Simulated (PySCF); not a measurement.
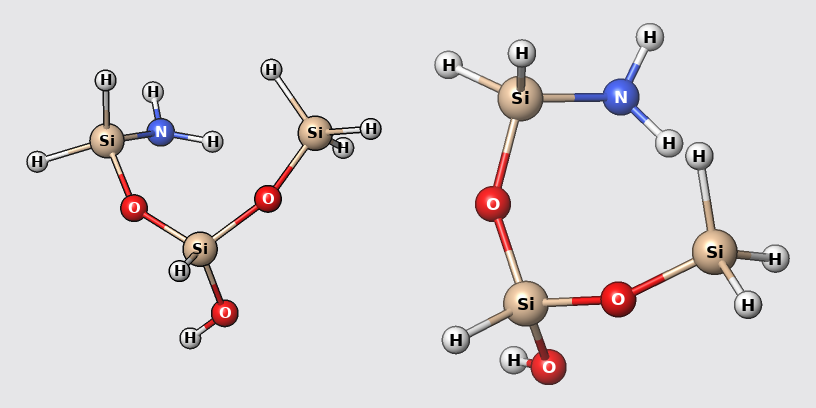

Both panels show the same species.

Computed geometry: GFN2-xTB optimisation. No frequency run is at hand to confirm it as a minimum.

Description:

The molecule is H₉NO₃Si₃. As SMILES it reads `N[SiH2]O[Si@@H](O)O[SiH3]`. It has no ring. Among its groups: Si–H bond, Si–O bond, Si–N bond. This geometry has C1 symmetry. Coordination, clear cases only: 3 Si tetrahedral; 3 O bent.

The parts below concern this one geometry. Atoms keep their numbers from picture to picture.

## Shape

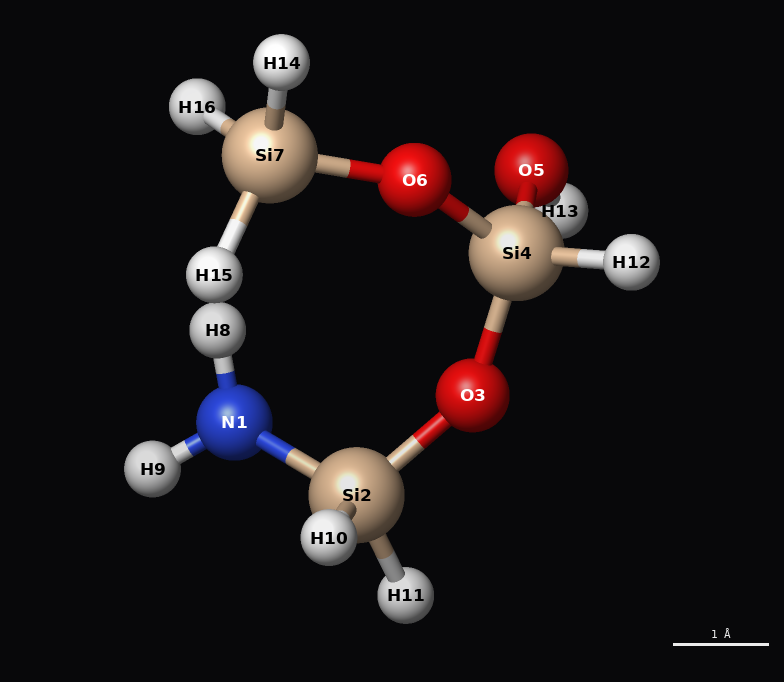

Numbered structure. No frequency run is at hand to confirm it as a minimum.

List the bonds and their lengths.

```tsv
bond	length (Å)	order
N1–Si2	1.721	single
N1–H8	1.008	single
N1–H9	1.006	single
Si2–O3	1.622	single
Si2–H10	1.468	single
Si2–H11	1.460	single
O3–Si4	1.613	single
Si4–O5	1.620	single
Si4–O6	1.614	single
Si4–H12	1.447	single
O5–H13	0.953	single
O6–Si7	1.614	single
Si7–H14	1.459	single
Si7–H15	1.467	single
Si7–H16	1.468	single
```

## Electronic properties

No frequency run is at hand to confirm it as a minimum. Level of theory: CAM-B3LYP/def2-SVPD, gas phase (PySCF 2.14.0). Excitations: vertical, linear response.

Estimate the dipole moment.

Answer. 1.75 D.

Estimate the lowest vertical singlet excitation.

Answer. 6.62 eV.

Estimate the LUMO energy (Kohn–Sham orbital).

Answer. 0.77 eV.

Give the HOMO energy (Kohn–Sham orbital) at this level.

Answer. −9.07 eV.

## NMR shielding

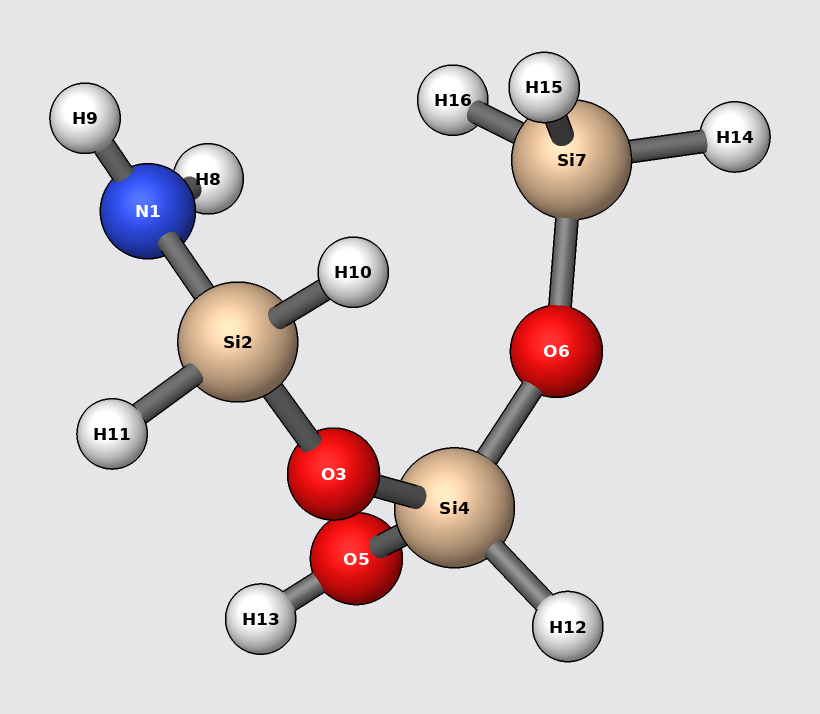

No frequency run is at hand to confirm it as a minimum. Method: GIAO PBE0/pcSseg-1 NMR shielding, non-relativistic, gas phase (PySCF 2.14.0). Principal shieldings σ11 ≤ σ22 ≤ σ33, span Ω = σ33 − σ11, skew κ = 3(σiso − σ22)/Ω.

Which O atom has the most anisotropic shielding?

Answer. O5, with a span of 71 ppm.

Give the shielding tensors of the O atoms.

```tsv
atom	σ11	σ22	σ33	σiso	Ω	κ
O3	226.2	260.6	273.4	253.4	47.2	−0.46
O5	246.2	261.4	317.4	275.0	71.2	0.57
O6	259.4	292.2	315.5	289.0	56.1	−0.17
```

Shieldings and span in ppm.

## Charges

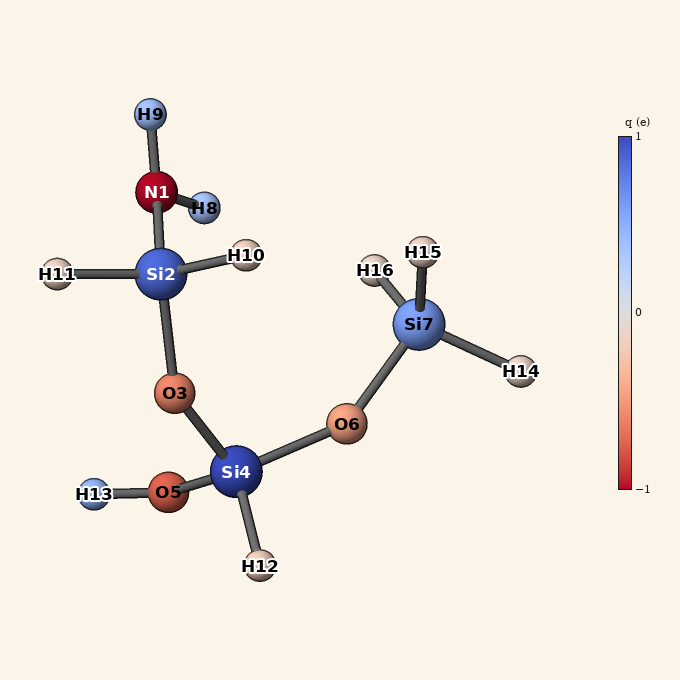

Atoms are coloured by their ESP-fitted charges. No frequency run is at hand to confirm it as a minimum. Method: PBE0/pcSseg-1, gas phase (PySCF 2.14.0).

Which atom carries the highest charge (most positive or least negative)?

Answer. Si4 (0.99 e).

And the lowest?

Answer. N1 (−0.99 e).

Give the ESP-fitted charges atom by atom.

```tsv
atom	value (e)
N1	−0.99
Si2	0.86
O3	−0.59
Si4	0.99
O5	−0.73
O6	−0.45
Si7	0.59
H8	0.35
H9	0.38
H10	−0.17
H11	−0.15
H12	−0.18
H13	0.45
H14	−0.12
H15	−0.14
H16	−0.12
```

The geometry is semi-empirical. Around Si such bond lengths and angles can be off by a tenth of an ångström or more and by several degrees, and values that hang on the shape move with them.
